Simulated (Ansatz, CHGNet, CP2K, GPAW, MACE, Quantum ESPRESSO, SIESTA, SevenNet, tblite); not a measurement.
# Random packing of C72N28 (at. %) (57 atoms) in SIESTA, part 2 of 2

Aim: run random packing of C72N28 (at. %) (57 atoms) in SIESTA and see how near its forces come to a plane-wave reference, and at what cost.

Program: SIESTA 5.4.2; the method stands at each step. Banners, paths, timers and routine set-up lines are dropped from the logs unmarked, and long logs keep their key lines alone; longer cuts are marked. The potentials were converted by us to PSML.

So far. Step 2 (PBE, DZP, shift 0.01 Ry, mesh 500 Ry): Forces lie 4.6 % from the reference's, at 24 times its CPU time (on 2 against 4 cores). Step 3 (PBE, SZP, shift 0.01 Ry, mesh 500 Ry): Against the first run (4.6 %), the force difference from the reference is 29 %, at 0.77 times the CPU time, with 513 basis functions against 741: the smaller basis costs accuracy.

### 4. PBE, DZP, shift 0.001 Ry, mesh 500 Ry

Method: Kohn-Sham DFT, PBE, PseudoDojo 0.4.1 norm-conserving pseudopotentials (converted to PSML), numerical atomic orbitals (DZP), diagonalisation.

File input.fdf:

```
SystemLabel cell
NumberOfAtoms 57
NumberOfSpecies 2
%block ChemicalSpeciesLabel
  1 6 C
  2 7 N
%endblock ChemicalSpeciesLabel
LatticeConstant 1.0 Ang
%block LatticeVectors
  7.97600 0.00000 0.00000
  0.00000 7.97600 0.00000
  0.00000 0.00000 7.97600
%endblock LatticeVectors
PAO.BasisSize DZP
PAO.EnergyShift 0.001 Ry
XC.Functional GGA
XC.Authors PBE
MeshCutoff 500 Ry
%block kgrid_Monkhorst_Pack
  1 0 0 0.0
  0 1 0 0.0
  0 0 1 0.0
%endblock kgrid_Monkhorst_Pack
SolutionMethod diagon
OccupationFunction FD
ElectronicTemperature 580 K
SCF.Mixer.Method Pulay
SCF.Mixer.Weight 0.05
SCF.Mixer.History 8
SCF.Mix Hamiltonian
MaxSCFIterations 300
SCF.DM.Tolerance 1e-04
SCF.H.Tolerance 1.0e-3 eV
WriteForces T
Write.HirshfeldPop T
Write.VoronoiPop T
Write.DM F
Write.H F
XML.Write F
AtomicCoordinatesFormat Fractional
%block AtomicCoordinatesAndAtomicSpecies
[... 57 atom lines left out: the same atoms as in the first run ...]
%endblock AtomicCoordinatesAndAtomicSpecies
```

On the command line:

```console
$ OMP_NUM_THREADS=1 mpirun -np 4 siesta < input.fdf > output.txt
```

The log of the run:

```text
Version         : 5.4.2
reinit: System Name:
reinit: System Label: cell
initatom: Reading input for the pseudopotentials and atomic orbitals ----------
Species number:   1 Atomic number:    6 Label: C
Species number:   2 Atomic number:    7 Label: N
Ground state valence configuration (from tables):   2s02  2p02  3d00  4f00
Ground state valence configuration (from tables):   2s02  2p03  3d00  4f00
---- Processing specs for species: C
GGA--PBE XC_GGA_X_PBE--XC_GGA_C_PBE pb
---- Processing specs for species: N
GGA--PBE XC_GGA_X_PBE--XC_GGA_C_PBE pb
[... lines left out ...]
stepf: Fermi-Dirac step function
        iscf     Eharris(eV)        E_KS(eV)     FreeEng(eV)     dDmax    Ef(eV) dHmax(eV)
[... lines left out ...]
SCF Convergence by DM+H criterion
[... lines left out ...]
SCF cycle converged after 21 iterations
[... lines left out ...]
   Max    5.521747
[... lines left out ...]
   Max    5.521747    constrained
Stress tensor Voigt[x,y,z,yz,xz,xy] (kbar):      265.81      235.54      225.29      -69.67      -26.23      -23.32
[... lines left out ...]
siesta: FreeEng =    -11021.288126
[... lines left out ...]
siesta:       Ion-ion =   -6537.214587
siesta:         Total =  -11021.031118
siesta:         Fermi =      -5.955339
siesta: Stress tensor (static) (eV/Ang**3):
siesta:     0.165903   -0.014556   -0.016372
siesta:    -0.014557    0.147013   -0.043483
siesta:    -0.016372   -0.043483    0.140615
siesta: Cell volume =        507.405810 Ang**3
siesta: Pressure (static):
siesta:                Solid            Molecule  Units
siesta:          -0.00164653         -0.00163345  Ry/Bohr**3
siesta:          -0.15117720         -0.14997658  eV/Ang**3
siesta:        -242.21257030       -240.28896414  kBar
    Orbital volume contribution        =          43.278431 eV
    (Free)E + p_basis*V_orbitals       =      -10978.009694 eV
    (Free)Eharris+ p_basis*V_orbitals  =      -10978.009692 eV
Hirshfeld Atomic Populations:
Atom #   charge [q] valence [e]  Species
     1     0.007624    3.992376  C
     2    -0.004563    4.004563  C
     3     0.060543    3.939457  C
[...]
42    -0.010014    5.010014  N
    43    -0.048846    5.048846  N
    44    -0.023782    5.023782  N
[...]
--------------------
 Total    -0.000002
Voronoi Atomic Populations:
Atom #   charge [q] valence [e]  Species
[...]
40     0.006230    3.993770  C
    41     0.002390    3.997610  C
[...]
56    -0.056830    5.056830  N
    57    -0.098757    5.098757  N
--------------------
 Total    -0.000002
```

It took 4.9 min on 4 MPI ranks of Arm Neoverse V1, shared host; peak memory 2.4 GiB.

Numbers from this run, and their distance from the reference:

```yaml
r_m_s_force_component: 1.899 eV/Å
r_m_s_difference_of_force_components: 117.3 meV/Å
longest_difference_of_force_vectors: 363.1 meV/Å
force_difference_over_r_m_s_force: 5.938 %
slope_of_forces_against_the_reference_s: 0.96
correlation_of_force_components: 0.999
pressure: -24.22 GPa
pressure_difference: 2.39 GPa
```

Against the first run (4.6 %), the force difference from the reference is 5.9 %, at 4.1 times the CPU time (on 4 against 2 cores).

The run ends at a pressure of -24.22 GPa, with forces up to 6.9 eV/Å.

### 5. All runs compared

Differences are against the plane-wave reference, forces as r.m.s. over components; share is that over the reference's r.m.s. force, slope the least-squares factor from reference forces to these. Total energies of different programs have different zeros and aren't compared.

| run | Δ force, r.m.s. (meV/Å) | share (%) | slope | Δ pressure (GPa) | cores | CPU time | memory (GiB) |
| --- | --- | --- | --- | --- | --- | --- | --- |
| reference | - | - | - | - | 4 | 12 s | 0.58 |
| SIESTA PBE, DZP, shift 0.01 Ry, mesh 500 Ry | 91.3 | 4.62 | 0.982 | 1.44 | 2 | 4.8 min | 1.2 |
| SIESTA PBE, SZP, shift 0.01 Ry, mesh 500 Ry (coarse) | 563 | 28.5 | 0.788 | 8.35 | 2 | 3.7 min | 1.1 |
| SIESTA PBE, DZP, shift 0.001 Ry, mesh 500 Ry | 117 | 5.94 | 0.960 | 2.39 | 4 | 20 min | 2.4 |

Rows marked coarse were listed beforehand as settings not expected to be converged; some can still land near the reference.

CPU time is summed over cores on a shared host, where runs went side by side, so it is rough. Symmetry, cutoffs, thresholds, outputs and thread counts weren't matched or tuned between programs; memory under MPI is the largest rank's times the ranks.

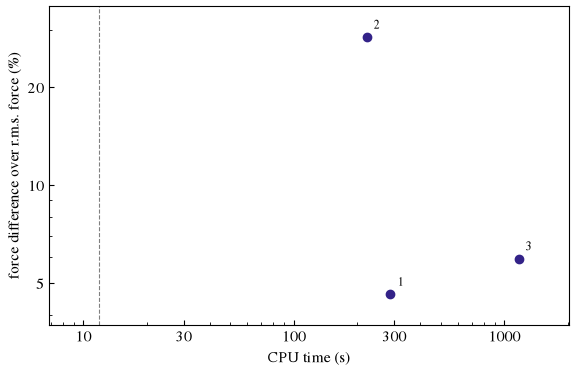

Force difference against CPU time; the dashed line marks the reference's time. Points: 1 SIESTA PBE, DZP, shift 0.01 Ry, mesh 500 Ry; 2 SIESTA PBE, SZP, shift 0.01 Ry, mesh 500 Ry; 3 SIESTA PBE, DZP, shift 0.001 Ry, mesh 500 Ry.

Mean charges by element (e), by run and scheme:

| run | scheme | C | N |
| --- | --- | --- | --- |
| reference | Löwdin | +0.06 | -0.09 |
| SIESTA PBE, DZP, shift 0.01 Ry, mesh 500 Ry | Hirshfeld | +0.01 | -0.03 |
| SIESTA PBE, DZP, shift 0.001 Ry, mesh 500 Ry | Hirshfeld | +0.02 | -0.04 |

The reference's Löwdin charges lack the electrons that the projection spills, 0.021 e an atom on average.

### 6. Results

| Quantity | Value |
| --- | --- |
| nearest in forces | SIESTA PBE, DZP, shift 0.01 Ry, mesh 500 Ry, 4.6 % |
| its CPU time | 4.8 min |

What this shows: The PBE runs in local orbitals, coarse settings apart, differ by 4.6 % (SIESTA PBE, DZP, shift 0.01 Ry, mesh 500 Ry) to 5.9 % (SIESTA PBE, DZP, shift 0.001 Ry, mesh 500 Ry); basis, grid and potentials can all enter. Runs with settings chosen to be coarse differ by 29 % (SIESTA PBE, SZP, shift 0.01 Ry, mesh 500 Ry), their programs' other errors included. None of the electronic-structure runs in the table takes under half the reference's CPU time of 12 s; they take 19 to 99 times as much. SIESTA PBE, SZP, shift 0.01 Ry, mesh 500 Ry softens the forces by a factor of 0.79 while following their directions (correlation 0.972); the slopes of the 3 SIESTA runs lie between 0.79 and 0.98. In pressure, SIESTA PBE, SZP, shift 0.01 Ry, mesh 500 Ry misses by +8.3 GPa, at the same functional. Charges hang on scheme and program or settings: among these rows the mean for N runs from -0.09 to -0.03 e. The reference's stress is far from hydrostatic: its diagonal is -29.0, -26.0, -24.8 GPa, compression counted positive. The reference's pressure of -27 GPa says that the cell would shrink at this level of theory. The electronic-structure runs sample only Γ, in a cell whose shortest periodic width is 8 Å, which is coarse for a cell with partly filled levels.

[Also dropped from logs without a mark: logging warnings of Python, and SIESTA's first energy breakdown and zero terms.]

[Logs are printed without paths, hosts, clocks, repeated set-up lines and the standing remarks that a program may print on its own settings, such as how far it seeks lower states.]

[Hosts, paths, dates, database ids (printed as entryN), source tags and the programs' standing remarks are cut or masked in the printed files.]
